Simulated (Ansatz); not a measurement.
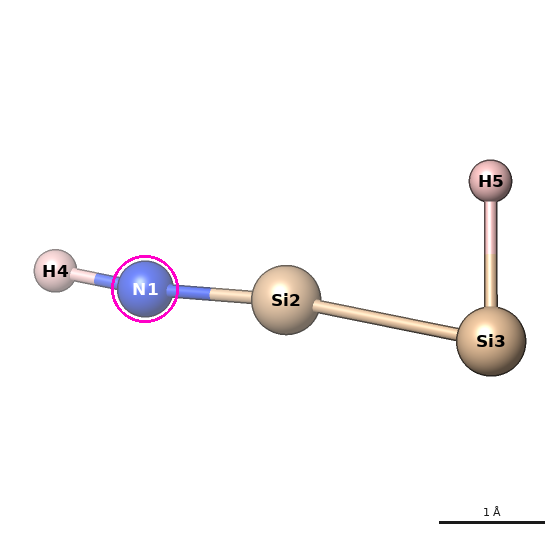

Orthographic view. Distant atoms are faded towards the background colour. The species is neutral and a spin doublet. The computed structure is the end point of a PBE0-D4/def2-TZVP optimisation. No frequency run is at hand to confirm it as a minimum.

### Name the neighbours of the circled atom.

The circled atom is N1; it is bonded to Si2, H4.

### What is the shortest path along bonds from the circled atom to H5?

N1–Si2–Si3–H5, 3 bonds; through space the two are 3.85 Å apart.

### Which atom is farthest from the viewer?

H4, 1.2 Å behind the mean position.
